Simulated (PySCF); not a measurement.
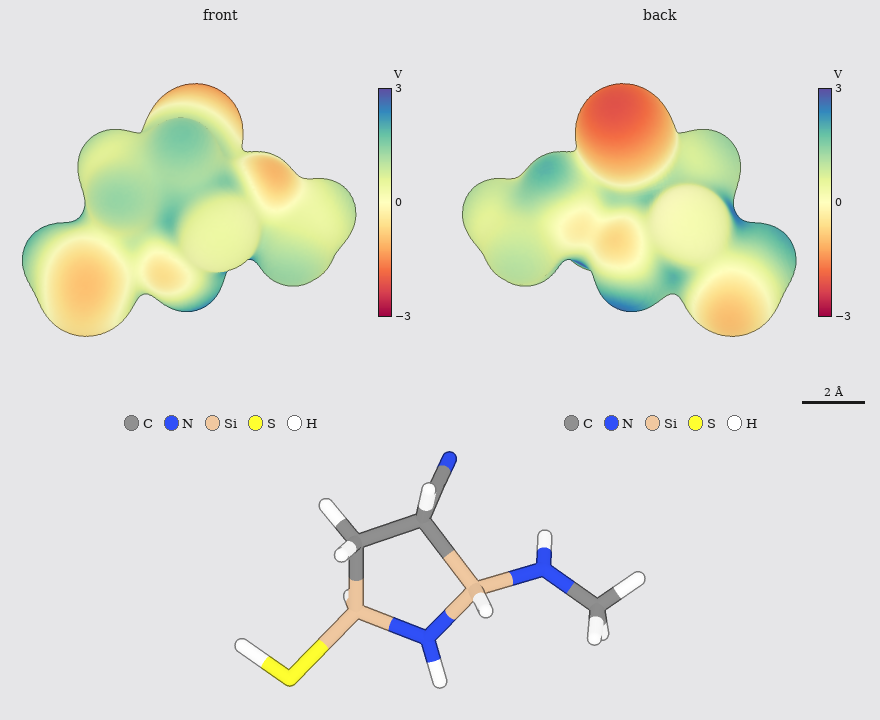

*C4H11N3SSi2. The molecular electrostatic potential painted on the density surface at 0.004 e/bohr³, seen from the front and from behind; the colour scale runs from red (negative) to blue (positive). The bare structure is drawn below in the same view.*

Geometry: GFN2-xTB.

These are results of PySCF 2.14.0, PBE0/pcSseg-1, SCF density, gas phase, non-relativistic, not measurements.

Input

```
{"job": {"kind": "nmr", "xc": "PBE0", "basis": "pcSseg-1"}, "charge": 0, "multiplicity": 1}
C      3.330654     0.409045    -0.493607
N      2.034405     0.762281     0.031285
Si     0.796707    -0.355067     0.387124
N     -0.170935    -1.005725    -0.903956
Si    -1.865414    -0.692853    -0.842866
S     -2.903671    -2.530244    -1.266333
C     -1.944582    -0.139260     0.969110
C     -0.626222     0.585873     1.265866
C     -0.669721     1.911395     0.744508
N     -0.694366     2.964933     0.292832
H      3.555226    -0.615452    -0.208724
H      3.368193     0.480781    -1.584771
H      4.096975     1.064624    -0.076652
H      1.794459     1.724969    -0.153555
H      1.359970    -1.428415     1.205477
H      0.229888    -1.551074    -1.647090
H     -2.310336     0.312592    -1.806203
H     -4.115842    -2.038409    -1.071640
H     -2.022675    -1.005788     1.629152
H     -2.797234     0.506583     1.187308
H     -0.454397     0.656153     2.342262
```

Command:

```sh
OMP_NUM_THREADS=1 python probes_run.py task.json out
```

Question: Describe the electrostatic potential map.

Answer: The most negative region (about −2.1 V, or −48 kcal/mol for a unit charge) lies over N10, the most positive (about +2.5 V, or +58 kcal/mol for a unit charge) over Si3, Si5 and H16. N10 is the likeliest acceptor of a hydrogen bond.

Question: What dipole moment does the calculation give?

Answer: Its dipole moment is 2.43 D.
